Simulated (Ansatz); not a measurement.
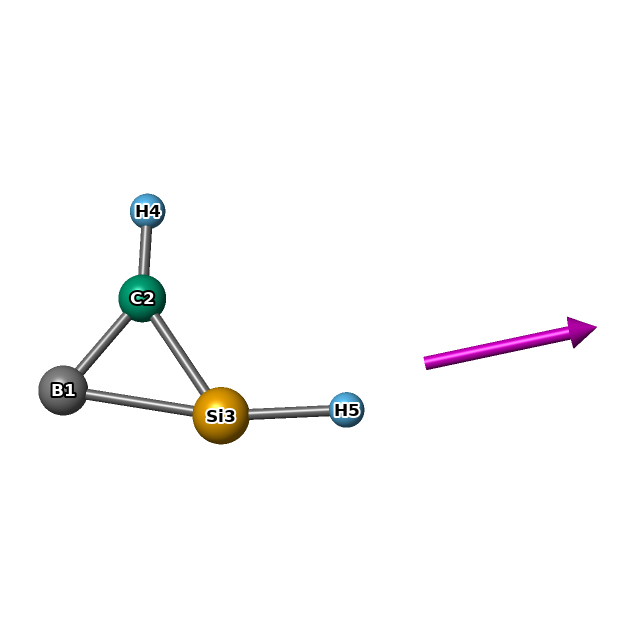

The arrow beside the molecule shows the direction of the dipole moment, from the negative to the positive end (its length means nothing). State: neutral, doublet. The computed structure is the end point of a PBE0-D4/def2-TZVP optimisation. No frequency run is at hand to confirm it as a minimum. Properties computed with UKS PBE0-D4/def2-TZVP (Ansatz 0.2.0).

Estimate the dipole moment.

Answer. 2.01 D; it points from the side of B1 to the side of H5 (the outermost atoms at the two ends).
